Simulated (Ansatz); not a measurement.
**CH$_{8}$N$_{2}$Si: a changed input and its effect**

System: CH$_{8}$N$_{2}$Si, SMILES C[SiH](N)N.
Method of run A: RKS PBE-D4/def2-TZVPP (Ansatz 0.2.0).

The geometry comes from this level: PBE0-D4/def2-TZVP. Text and figures count atoms from 1; the logs count them from 0 in places.

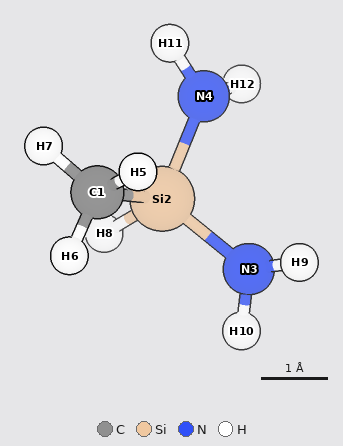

The input geometry (ball-and-stick view, seen at a tilt; atoms are numbered from 1 in the order of the input). Bond lengths as drawn: C–H 1.09 Å, C–Si 1.87 Å, H–N 1.01 Å, H–Si 1.50 Å and N–Si 1.71 to 1.72 Å.

### Input, run A
```yaml
crystal:
  periodic: [false, false, false]
  atoms:
    - {symbol: C, position_ang: [-0.816424, 1.260394, -0.464592]}
    - {symbol: Si, position_ang: [-0.142330, -0.286049, 0.337493]}
    - {symbol: N, position_ang: [1.339390, -0.148586, 1.187760]}
    - {symbol: N, position_ang: [0.123782, -1.399020, -0.942071]}
    - {symbol: H, position_ang: [-0.114417, 1.661929, -1.200250]}
    - {symbol: H, position_ang: [-0.998455, 2.031891, 0.287778]}
    - {symbol: H, position_ang: [-1.765553, 1.064870, -0.972760]}
    - {symbol: H, position_ang: [-1.106736, -0.713448, 1.397793]}
    - {symbol: H, position_ang: [2.189565, 0.134081, 0.728920]}
    - {symbol: H, position_ang: [1.351637, 0.061050, 2.171232]}
    - {symbol: H, position_ang: [-0.478307, -1.407198, -1.748490]}
    - {symbol: H, position_ang: [0.494848, -2.315015, -0.748913]}
basis:
  gaussian: {orbitals: def2-TZVPP}
hamiltonian: {xc: pbe, dispersion: d4}
output: {forces: true, orbitals: {seedname: orbitals}}
```

Hardware: 4 CPU threads, shared host.

### Output (run A)
```
Functional definition: PBE
  parameter kappa = 0.804
  parameter beta = 0.06672455060314922
  exchange = pbe_x(kappa = kappa, mu = beta*pi^2/3)
  correlation = pbe_c(beta = beta)
1250 factors; their error is unknown
mean field evaluation 1: about -11995.9566 eV, gradient 1.1e2 eV
mean field evaluation 2: about -11936.8660 eV, gradient 1.8e2 eV
mean field evaluation 4: about -12019.0542 eV, gradient 1.8e1 eV
mean field evaluation 8: about -12019.7940 eV, gradient 2.5e-1 eV
mean field evaluation 16: about -12019.7669 eV, gradient 4.8e-4 eV
mean field -12019.76686435 eV, -441.7182849742 hartree, gradient 3.2e-5 eV, S^2 0.000000; 0 other end points of the search recorded, 0 dependent functions left out
the calculation of the forces begins
reference -12019.76690687 eV, -441.7182865367 hartree; 21, 21 occupied and 226, 226 virtual orbitals, 1250 factors
Total energy: -12019.98802372 eV, -441.7264124312 hartree
Atom 0 at    -0.816424     1.260394    -0.464592 Å, force    -0.000695    -0.029941    -0.004802 eV/Å
Atom 1 at    -0.142330    -0.286049     0.337493 Å, force    -0.197783     0.086295     0.069710 eV/Å
Atom 2 at     1.339390    -0.148586     1.187760 Å, force     0.003273    -0.163533    -0.002707 eV/Å
Atom 3 at     0.123782    -1.399020    -0.942071 Å, force     0.148582     0.097951    -0.053237 eV/Å
Atom 4 at    -0.114417     1.661929    -1.200250 Å, force     0.126565     0.083446    -0.139845 eV/Å
Atom 5 at    -0.998455     2.031891     0.287778 Å, force    -0.034943     0.143258     0.136781 eV/Å
Atom 6 at    -1.765553     1.064870    -0.972760 Å, force    -0.183313    -0.021703    -0.101670 eV/Å
Atom 7 at    -1.106736    -0.713448     1.397793 Å, force    -0.096646    -0.035604     0.134748 eV/Å
Atom 8 at     2.189565     0.134081     0.728920 Å, force     0.299150     0.107646    -0.143836 eV/Å
Atom 9 at     1.351637     0.061050     2.171232 Å, force     0.018233     0.071370     0.338372 eV/Å
Atom 10 at    -0.478307    -1.407198    -1.748490 Å, force    -0.198767    -0.017790    -0.283979 eV/Å
Atom 11 at     0.494848    -2.315015    -0.748913 Å, force     0.116344    -0.321394     0.050462 eV/Å
Dipole moment:     0.091473     0.015620    -0.074450 e Å
```

For run B the input was changed thus:
```diff
-hamiltonian: {xc: pbe, dispersion: d4}
+hamiltonian: {xc: {name: B3LYP}, dispersion: d4}
```

How does run B compare with run A?

The total energies belong to different models, so their difference says nothing on which is more stable or more accurate. The largest force goes from 0.349 to 0.196 eV/Å. The HOMO goes from −5.63 to −6.80 eV. The LUMO goes from 0.24 to 0.70 eV. The dipole moment goes from 0.57 to 0.50 D.

### Output (run B)
```
Functional definition: B3LYP
  parameter a0 = 0.2
  parameter ax = 0.72
  parameter ac = 0.81
  exchange = (1 - a0 - ax)*slater_x + ax*b88_x + a0*exact_x
  correlation = (1 - ac)*vwn_rpa_c + ac*lyp_c
1253 factors; their error is unknown
mean field evaluation 1: about -12011.6957 eV, gradient 9.9e1 eV
mean field evaluation 2: about -11988.8569 eV, gradient 1.3e2 eV
mean field evaluation 4: about -12029.9926 eV, gradient 8.4e0 eV
mean field evaluation 8: about -12030.1488 eV, gradient 4.6e-2 eV
mean field evaluation 16: about -12030.1586 eV, gradient 6.5e-5 eV
mean field -12030.15855172 eV, -442.1001724413 hartree, gradient 6.5e-5 eV, S^2 0.000000; 0 other end points of the search recorded, 0 dependent functions left out
the calculation of the forces begins
reference -12030.15882471 eV, -442.1001824736 hartree; 21, 21 occupied and 226, 226 virtual orbitals, 1253 factors
Total energy: -12030.51309869 eV, -442.1132018020 hartree
Atom 0 at    -0.816424     1.260394    -0.464592 Å, force    -0.034217     0.092034    -0.035605 eV/Å
Atom 1 at    -0.142330    -0.286049     0.337493 Å, force    -0.142397    -0.035581     0.130587 eV/Å
Atom 2 at     1.339390    -0.148586     1.187760 Å, force     0.064656     0.023681     0.039506 eV/Å
Atom 3 at     0.123782    -1.399020    -0.942071 Å, force    -0.006700    -0.060371    -0.050123 eV/Å
Atom 4 at    -0.114417     1.661929    -1.200250 Å, force    -0.043265    -0.004323     0.030082 eV/Å
Atom 5 at    -0.998455     2.031891     0.287778 Å, force     0.003753    -0.023349    -0.045707 eV/Å
Atom 6 at    -1.765553     1.064870    -0.972760 Å, force     0.041157     0.023253     0.014829 eV/Å
Atom 7 at    -1.106736    -0.713448     1.397793 Å, force     0.049221     0.022173    -0.062609 eV/Å
Atom 8 at     2.189565     0.134081     0.728920 Å, force     0.024184     0.001426     0.022124 eV/Å
Atom 9 at     1.351637     0.061050     2.171232 Å, force     0.031001     0.003948     0.009805 eV/Å
Atom 10 at    -0.478307    -1.407198    -1.748490 Å, force     0.010175    -0.028128    -0.020581 eV/Å
Atom 11 at     0.494848    -2.315015    -0.748913 Å, force     0.002431    -0.014762    -0.032309 eV/Å
Dipole moment:     0.078849     0.016976    -0.066571 e Å
```

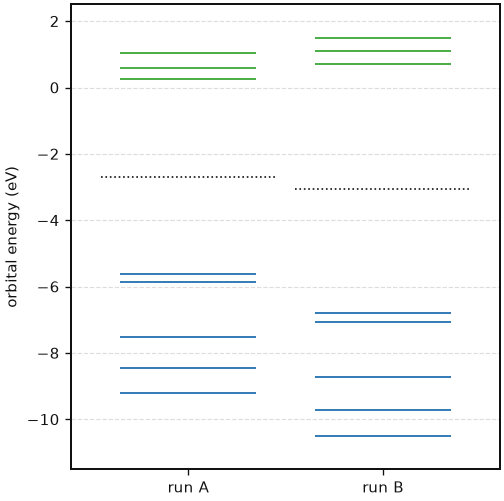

The five highest filled and three lowest empty orbital energies of the two runs; the dotted lines part filled from empty levels. The HOMO–LUMO gap is 5.87 eV in run A and 7.50 eV in run B.

### The two runs side by side

```csv
quantity,run A,run B
outcome,converged,converged
total energy (hartree),−441.726412,−442.113202
HOMO (eV),−5.63,−6.80
LUMO (eV),0.24,0.70
dipole moment (D),0.57,0.50
largest force (eV/Å),0.349,0.196
basis functions,247,247
wall time (shared host),1.1 s,1.9 s
```
